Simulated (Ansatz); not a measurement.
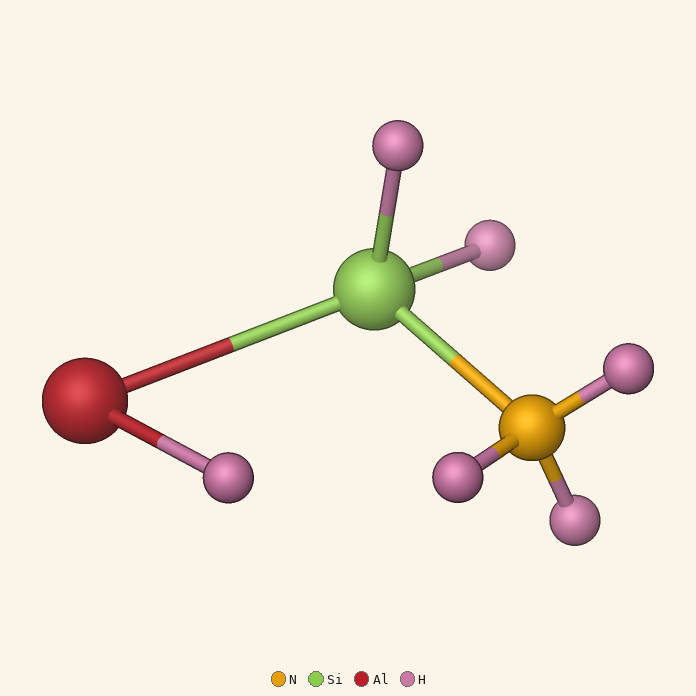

The picture shows a molecular structure as a ball-and-stick model.

Describe the molecule.

The molecule is AlH₆NSi. This geometry has C1 symmetry. Coordination, clear cases only: 1 N tetrahedral; 1 Al bent.

More results for the same structure follow; atom numbers are the same in all pictures, views and colours differ. The computed structure is the end point of a PBE0-D4/def2-TZVP optimisation. No frequency run is at hand to confirm it as a minimum.

## Geometry

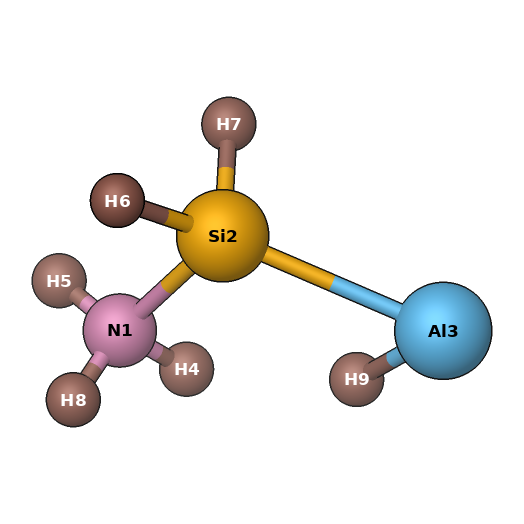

The atoms are numbered. No frequency run is at hand to confirm it as a minimum.

What are the angles Si2–N1–H4, Si2–N1–H5, Si2–N1–H8, N1–Si2–Al3, N1–Si2–H6, N1–Si2–H7, Al3–Si2–H6, Al3–Si2–H7, Si2–Al3–H9?

```
     angle  degrees
 Si2–N1–H4    100.5
 Si2–N1–H5    115.9
 Si2–N1–H8    112.4
N1–Si2–Al3    106.1
 N1–Si2–H6     94.9
 N1–Si2–H7     93.9
Al3–Si2–H6    146.0
Al3–Si2–H7    104.0
Si2–Al3–H9     70.7
```

## Electronic properties

No frequency run is at hand to confirm it as a minimum. Method: RKS PBE0-D4/def2-TZVPP (Ansatz 0.2.0).

Question: Estimate the HOMO–LUMO gap.

Answer: 3.38 eV.

Question: Give the HOMO energy (Kohn–Sham orbital) at this level.

Answer: −4.73 eV.

Question: Give the dispersion correction at this level.

Answer: −14.9 kJ/mol.

## Charges

The questions are on Mulliken charges. No frequency run is at hand to confirm it as a minimum. Properties computed with RKS PBE0-D4/def2-TZVP (Ansatz 0.2.0).

Question: Which atom carries the highest charge (most positive or least negative)?

Answer: H5, H8 (0.28 e).

Question: And the lowest?

Answer: N1 (−0.43 e).

Give the Mulliken charges atom by atom.

```csv
atom,value (e)
N1,−0.43
Si2,−0.11
Al3,0.02
H4,0.26
H5,0.28
H6,−0.03
H7,−0.02
H8,0.28
H9,−0.25
```

## Dipole moment

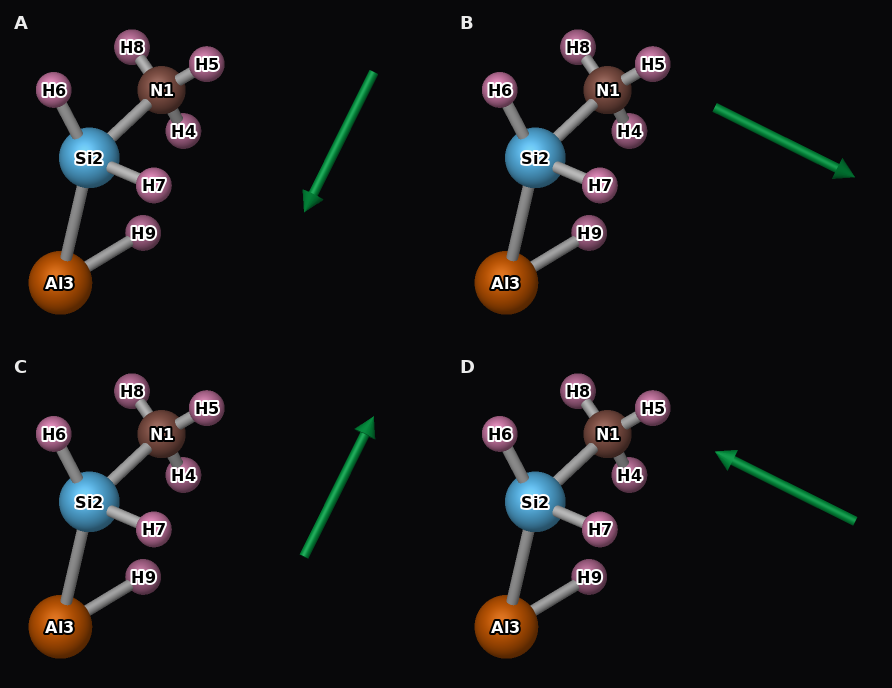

The same molecule four times, each with an arrow. No frequency run is at hand to confirm it as a minimum. Properties computed with RKS PBE0-D4/def2-TZVP (Ansatz 0.2.0).

Question: Which arrow points along the dipole moment, from the negative to the positive end?

Answer: C. The dipole moment is 6.71 D; it points from the side of Al3 to the side of H5 (the outermost atoms at the two ends).

Mulliken values depend strongly on the basis set and can even reverse the polarity of a bond.
